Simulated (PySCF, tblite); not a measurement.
# C6H6N radical: geometry, infrared bands and EPR parameters

Wanted: the infrared bands and EPR parameters of C6H6N radical (`[CH2]c1ccccn1`), by calculation.

Computed with tblite 0.8.0 and PySCF 2.14.0, with density-fitted response routines of our own, on a single molecule in the gas phase. Atoms count from 0, in the outputs and in this text.

### 1 The starting structure

13 atoms, charge 0, multiplicity 2; geometry from: force field or distance geometry start.

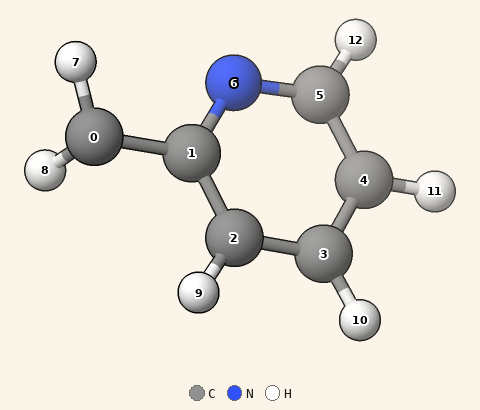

The starting geometry (carbon grey, nitrogen blue, hydrogen white), atoms numbered.

### 2 Optimising the geometry with GFN2-xTB

The job: settings as JSON, then the geometry in Å.

```
{"job": {"kind": "relax", "xc": "GFN2-xTB", "basis": "xTB"}, "charge": 0, "multiplicity": 2}
C      2.417300     0.074800     0.231500
C      0.905700    -0.030900     0.116900
C      0.178400     1.119000     0.016100
C     -1.207100     1.033600    -0.093300
C     -1.758400    -0.239700    -0.054200
C     -1.015200    -1.392900     0.049900
N      0.325800    -1.261300     0.141700
H      2.884100    -0.830000     0.640800
H      2.766100     0.189500    -0.833500
H      0.682200     2.091400     0.006400
H     -1.822300     1.924800    -0.177800
H     -2.856700    -0.321500    -0.137400
H     -1.504300    -2.356400     0.075200
```

Run with:

```sh
OMP_NUM_THREADS=1 python probes_run.py task.json out
```

One launch serves the whole session: the jobs run in the order shown.

What it wrote:

```text
step      E/eV     max force
  0    -508.88826    3.659
  1    -509.20919    2.475
  2    -509.39476    1.229
  3    -509.53454    0.906
  4    -509.60020    0.674
  5    -509.63344    0.575
  6    -509.67416    0.670
  7    -509.70826    0.553
  8    -509.73655    0.561
  9    -509.77326    0.557
 10    -509.82593    0.899
 11    -509.88874    1.023
 12    -509.95159    0.771
 13    -509.99965    0.497
 14    -510.01658    1.201
 15    -510.05318    0.762
 16    -510.07921    0.440
 17    -510.10724    0.266
 18    -510.11190    0.167
 19    -510.11756    0.162
 20    -510.12064    0.146
 21    -510.12395    0.142
 22    -510.12795    0.181
 23    -510.13158    0.185
 24    -510.13431    0.119
 25    -510.13609    0.108
 26    -510.13745    0.094
 27    -510.13870    0.099
 28    -510.13959    0.068
 29    -510.14010    0.070
 30    -510.14043    0.047
 31    -510.14067    0.034
 32    -510.14082    0.027
 33    -510.14091    0.026
 34    -510.14099    0.025
 35    -510.14108    0.024
 36    -510.14116    0.018
 37    -510.14123    0.025
 38    -510.14131    0.037
 39    -510.14142    0.045
 40    -510.14156    0.041
 41    -510.14170    0.035
 42    -510.14183    0.031
 43    -510.14195    0.031
 44    -510.14206    0.035
 45    -510.14215    0.024
 46    -510.14219    0.015
 47    -510.14222    0.013
 48    -510.14224    0.013
 49    -510.14226    0.009
```

It took 0.19 s on 1 thread of Arm Neoverse V2, shared host.

Along the way: (not every step is listed)

```tsv
step	energy from step 0 (eV)	largest force (eV/Å)
0	0.0000	3.6594
1	-0.3209	2.4753
2	-0.5065	1.2289
3	-0.6463	0.9059
4	-0.7119	0.6737
5	-0.7452	0.5746
6	-0.7859	0.6703
7	-0.8200	0.5531
8	-0.8483	0.5606
11	-1.0005	1.0234
14	-1.1283	1.2008
17	-1.2190	0.2664
20	-1.2324	0.1464
23	-1.2433	0.1847
26	-1.2492	0.0936
29	-1.2518	0.0698
32	-1.2526	0.0267
35	-1.2528	0.0241
38	-1.2530	0.0375
41	-1.2534	0.0350
44	-1.2538	0.0345
45	-1.2539	0.0237
46	-1.2539	0.0146
47	-1.2540	0.0127
48	-1.2540	0.0127
49	-1.2540	0.0091
```

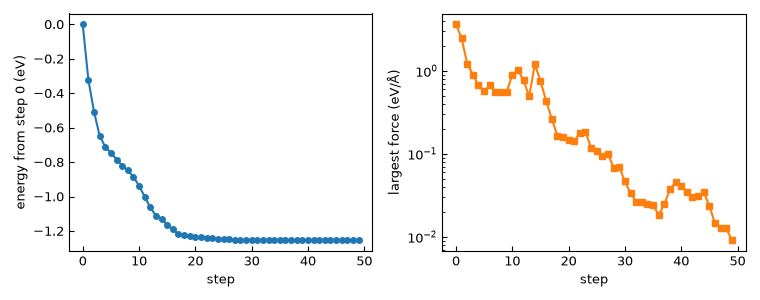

Energy and largest force along the relaxation.

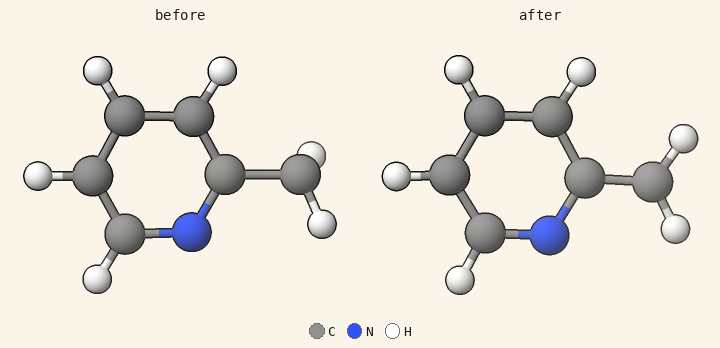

The geometry before (left) and after (right).

Close pairs (by a distance rule), those that changed most:

```tsv
bond	before (Å)	after (Å)	change (Å)
C0–C1	1.520	1.380	-0.140
C1–C2	1.364	1.427	+0.062
C0–H8	1.127	1.075	-0.052
C5–N6	1.351	1.305	-0.045
C4–H11	1.104	1.078	-0.026
C0–H7	1.097	1.074	-0.024
C4–C5	1.376	1.397	+0.022
C2–C3	1.392	1.373	-0.019
```

The next job starts from the end point, and lists it.

### 3 Harmonic vibrations with GFN2-xTB

The job: settings as JSON, then the geometry in Å.

```
{"job": {"kind": "ir", "xc": "GFN2-xTB", "basis": "xTB"}, "charge": 0, "multiplicity": 2}
C      2.310253    -0.130914     0.060829
C      0.930885    -0.125870     0.032256
C      0.182920     1.078930    -0.125328
C     -1.188928     1.023533    -0.148994
C     -1.816775    -0.212919    -0.015055
C     -1.011586    -1.344645     0.138955
N      0.293388    -1.322539     0.161929
H      2.838155    -1.057739     0.182881
H      2.876072     0.777491    -0.035674
H      0.710544     2.015726    -0.222315
H     -1.776246     1.923445    -0.268988
H     -2.891499    -0.299776    -0.028401
H     -1.461572    -2.324236     0.250179
```

What it wrote:

```text
mode    cm-1     km/mol
  1     158.4      2.59
  2     341.9      5.13
  3     346.1      3.18
  4     416.5      3.20
  5     515.8      1.12
  6     524.2      1.64
  7     595.9      2.57
  8     679.9      0.25
  9     736.5      1.71
 10     770.5     56.10
 11     838.8      0.11
 12     859.8      0.06
 13     912.3      0.05
 14     928.1      0.34
 15     932.1      0.17
 16     976.7     11.55
 17    1078.8      1.62
 18    1122.8      1.53
 19    1160.4      0.11
 20    1244.6      2.33
 21    1299.9      3.96
 22    1325.4      0.03
 23    1379.8      4.62
 24    1417.3     16.21
 25    1454.9     10.21
 26    1503.8     12.94
 27    1557.1     17.26
 28    3040.1     42.51
 29    3063.3     28.03
 30    3085.7     38.24
 31    3099.6     36.87
 32    3124.8      4.70
 33    3173.1     15.83
```

It took 0.25 s on 1 thread of Arm Neoverse V2, shared host.

Which atoms move in the most intense modes:

```tsv
cm⁻¹	km/mol	atoms
770	56.1	H7 26 %, H8 24 %, C0 22 %, C1 11 %
1417	16.2	C5 23 %, C3 18 %, C1 14 %, N6 12 %
1557	17.3	C5 29 %, C3 27 %, C2 15 %, N6 14 %
3040	42.5	H12 92 %
3063	28.0	H10 83 %
3086	38.2	H9 84 %
3100	36.9	H11 88 %
3173	15.8	H7 62 %, H8 28 %
```

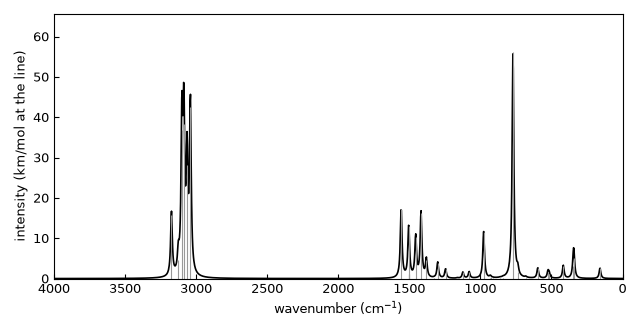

The infrared spectrum from these modes, unscaled. Lines are broadened to a width of 14 cm⁻¹ (Lorentzian).

### 4 EPR parameters: B3LYP/pcH-1

Settings changed since step 3:

```diff
@@ -1,2 +1,2 @@
-{"job": {"kind": "ir", "xc": "GFN2-xTB", "basis": "xTB"}, "charge": 0, "multiplicity": 2}
+{"job": {"kind": "epr", "basis": "pcH-1"}, "charge": 0, "multiplicity": 2}
 C      2.310253    -0.130914     0.060829
```

Method: UKS B3LYP, pcH-1 on C H N, non-relativistic, mean-field spin-orbit, GIAO.

What it wrote:

```text
UKS, coarse grid
  cycle   1  E = -286.92783958  |g| = 2.73e-01
  cycle   2  E = -286.91953023  |g| = 3.25e-01
  cycle   3  E = -286.96596608  |g| = 9.30e-02
  cycle   4  E = -286.96935260  |g| = 3.88e-02
  cycle   5  E = -286.97017943  |g| = 1.13e-02
  cycle   6  E = -286.97027975  |g| = 6.74e-03
  cycle   7  E = -286.97032729  |g| = 2.73e-03
  cycle   8  E = -286.97033582  |g| = 2.00e-03
  cycle   9  E = -286.97033907  |g| = 4.81e-04
UKS, final grid
  cycle   1  E = -286.97034213  |g| = 5.76e-04
  cycle   2  E = -286.97034189  |g| = 1.01e-03
  cycle   3  E = -286.97034246  |g| = 1.23e-04
  cycle   4  E = -286.97034250  |g| = 1.21e-04
  cycle   5  E = -286.97034252  |g| = 3.13e-05
  cycle   6  E = -286.97034252  |g| = 1.04e-05
E = -286.97034252 Eh   <S^2> = 0.7792 (exact 0.7500)
g shifts (ppm)      1          2          3
  rmc          -153       -153       -153
  gc             -4         31         34
  oz_so          -4        719       1374
  total        -161        596       1255
hyperfine (MHz)  atom isotope    a_iso     a_fc   dipolar eigenvalues
    0   13C      59.04      59.04    -58.45    -57.44    115.89
    1   13C     -43.16     -43.16    -21.39      8.71     12.68
    2   13C      23.89      23.89    -19.98    -19.51     39.49
    3   13C     -21.32     -21.32    -14.89      6.59      8.30
    4   13C      25.44      25.44    -22.95    -21.37     44.32
    5   13C     -20.77     -20.77    -15.31      6.31      9.01
    6   14N       7.62       7.62     -8.91     -8.43     17.34
    7    1H     -46.69     -46.69    -27.01     -1.11     28.12
    8    1H     -45.74     -45.74    -27.13     -1.13     28.25
    9    1H     -16.37     -16.37     -6.54     -2.25      8.79
   10    1H       6.19       6.19     -2.34     -0.88      3.22
   11    1H     -18.89     -18.89    -11.28     -0.25     11.53
   12    1H       5.55       5.55     -2.50     -0.70      3.20
```

It took 47 s on 1 thread of Arm Neoverse V2, shared host; peak memory 0.84 GiB.

Principal g values 2.00216, 2.00292, 2.00357; g(iso) = 2.00288, against 2.00232 for a free electron.

Hyperfine couplings; where a row names several nuclei, a(iso) is their mean (it holds for fast rotation or exchange) and the dipolar term the largest among them:

```tsv
nuclei	isotope	a(iso) (MHz)	a(iso) (G, at g = 2.0023)	largest dipolar term (MHz)
C0	13C	59.0	21.1	115.9
H7, H8	1H	-46.2	-16.5	28.3
C1	13C	-43.2	-15.4	-21.4
C4	13C	25.4	9.1	44.3
C2	13C	23.9	8.5	39.5
C3	13C	-21.3	-7.6	-14.9
C5	13C	-20.8	-7.4	-15.3
H11	1H	-18.9	-6.7	11.5
H9	1H	-16.4	-5.8	8.8
N6	14N	7.6	2.7	17.3
H10	1H	6.2	2.2	3.2
H12	1H	5.5	2.0	3.2
```

Mulliken spin populations:

C0 0.77; C1 -0.18; C2 0.25; C3 -0.13; C4 0.30; C5 -0.11; N6 0.19; H7 -0.03; H8 -0.03; H9 -0.01; H10 0.00; H11 -0.01; H12 0.00

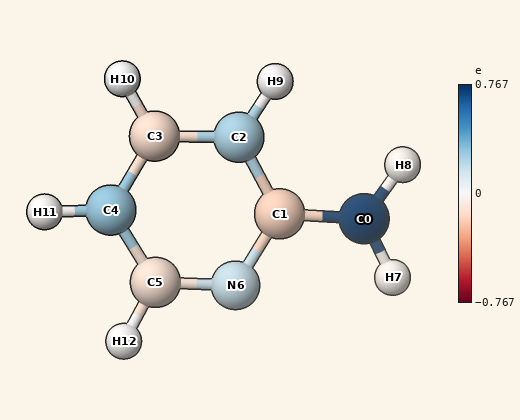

Mulliken spin populations, as colours on the atoms.

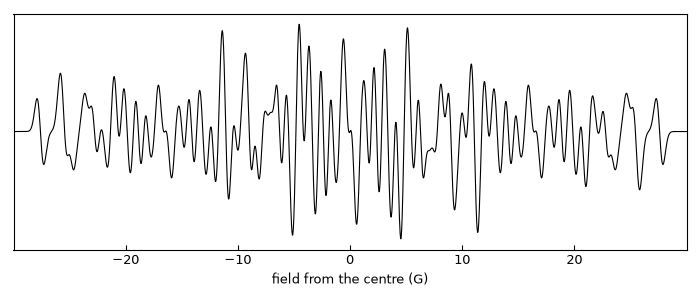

First-order isotropic spectrum (first derivative, main isotopes with spin only, couplings over 0.8 MHz, Gaussian width 0.3 G; couplings of the frozen geometry, rotation of groups not averaged beyond the rows shown).

The fields below are evaluated on a grid from the run's orbitals.

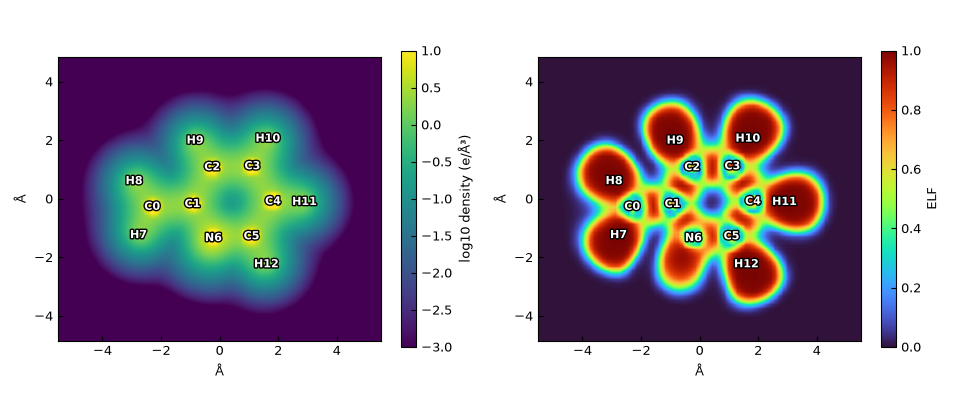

Density (left) and ELF (right) in a plane through or near 13 of the atoms.

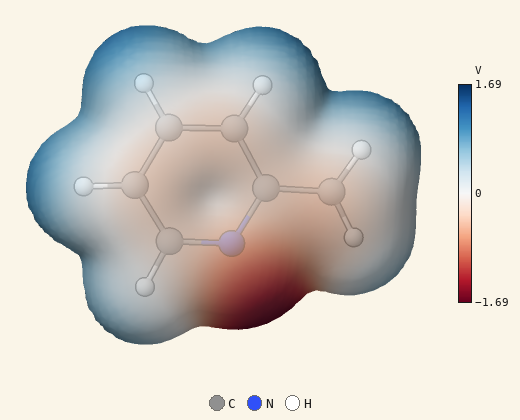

Electrostatic potential on the surface of density 0.002 e/bohr³; red is low, blue high. It runs from -1.69 V near N6 to 1.08 V near H10.

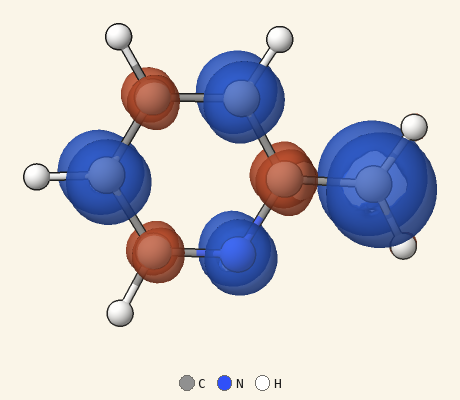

Spin density at ±0.03 e/Å³ (alpha excess blue, beta excess red).

### 5 What came out

```
                                                                  quantity                value
                                 strongest single infrared mode (GFN2-xTB)  770 cm⁻¹, 56 km/mol
                                              zero-point energy (GFN2-xTB)        62.4 kcal/mol
                                                            g(iso) (B3LYP)              2.00288
                                                                      ⟨S²⟩   0.779 (exact 0.75)
                                        largest a(iso) (averaged by class)  13C on C0, 59.0 MHz
potential on the surface of density 0.002 e/bohr³, 1st and 99th percentile   -1.69 V and 1.08 V
```

What this shows: The optimisation took 49 steps and gained 1.254 eV; among the close pairs (by a distance rule), C0–C1 changed most, from 1.520 to 1.380 Å. All 33 modes are real, so the xTB geometry is a minimum. The strongest single mode, at 770 cm⁻¹, moves mainly H7, H8 and C0. GFN2-xTB is a fitted tight-binding method: band positions and strengths are rough. Its intensities can rank the bands wrongly. C0 carries the largest spin population, 0.77 e. The isotropic g lies 0.6 ppt above the free-electron value. The conformer search found further structures of the same energy, which may be mirror or relabelled copies of this one.
